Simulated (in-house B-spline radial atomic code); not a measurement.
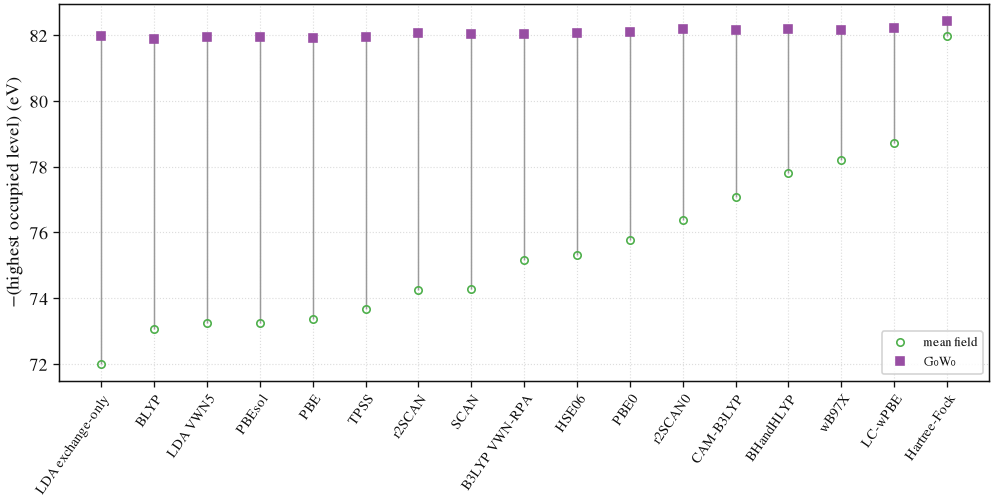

Binding energy of the highest level (3p↑) of K⁴⁺ ([Ne] 3s² 3p³) on 17 mean-field starts and after G₀W₀. All-electron spherical atom, scalar X2C, no spin-orbit coupling, Breit or QED terms; computed with a B-spline radial code.

> Describe the starting-point dependence.

The mean-field values spread from 72.01 eV (LDA exchange-only) to 81.97 eV (Hartree-Fock); after G₀W₀ they lie between 81.88 eV (BLYP) and 82.43 eV (Hartree-Fock), so the spread shrinks from 9.96 to 0.55 eV.

```tsv
Start	Mean field (eV)	G₀W₀ (eV)	RPA correlation (hartree)
LDA exchange-only	72.01	81.97	−0.943
BLYP	73.07	81.88	−0.942
LDA VWN5	73.26	81.95	−0.943
PBEsol	73.26	81.94	−0.942
PBE	73.37	81.92	−0.942
TPSS	73.67	81.96	−0.935
r2SCAN	74.26	82.06	−0.924
SCAN	74.29	82.04	−0.923
B3LYP VWN-RPA	75.15	82.04	−0.916
HSE06	75.32	82.07	−0.913
PBE0	75.76	82.09	−0.909
r2SCAN0	76.37	82.17	−0.898
CAM-B3LYP	77.09	82.15	−0.898
BHandHLYP	77.82	82.20	−0.881
wB97X	78.19	82.17	−0.890
LC-wPBE	78.71	82.21	−0.893
Hartree-Fock	81.97	82.43	−0.833
```
